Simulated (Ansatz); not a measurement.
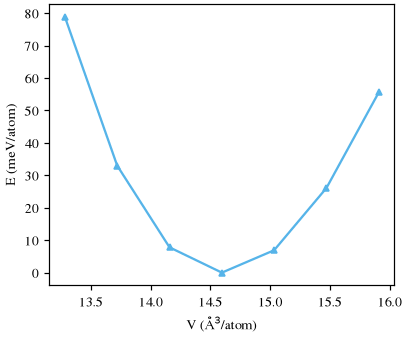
Figure: ScPd3C (anti-perovskite, space group No. 221) under volume change, r²SCAN in the plane-wave PAW code Ansatz, scaled uniformly.

Q: What does a third-order Birch–Murnaghan fit give for V₀, B₀ and B′?

A: V₀ = 14.60 Å³/atom, B₀ = 178 GPa, B′ = 4.8.

Space group Pm-3m (anti-perovskite). The start of the workflow was typed in or built on a structure type; neither database checked (COD, Materials Project) lists it. Whether it is the stable phase at ambient conditions was not checked. The cell was relaxed with r²SCAN under the symmetry of its start; whether a distortion lowers the energy is not shown. The run is not spin-polarised.

Potentials: the later of the program's two PAW sets.
